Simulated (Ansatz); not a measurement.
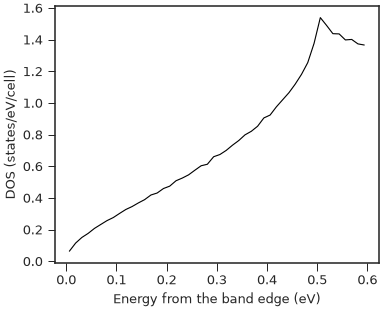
*Density of states of KMgH$_{3}$ (Pm-3m) below the valence band maximum, Ansatz (a program for electronic structure) with PBEsol, rigid bands; cell volume 62.9 Å³.*

Task: What effective density of states at 300 K does this give (∫ g(E) exp(−E/k_BT) dE, both spins, divided by the cell's size)?

Result: 5.1e19 cm⁻³, a density-of-states mass of 1.60 mₑ, valleys and band degeneracy included.

Spin-orbit coupling is left out; where it splits the top of the valence band, N_v and the p-type Seebeck coefficient come out somewhat high without it. Geometry: cell and atoms relaxed with PBEsol.

Formula and space group known from diffraction (Crystallography Open Database), not checked to be the room-temperature form: KMgH3 (Pm-3m).
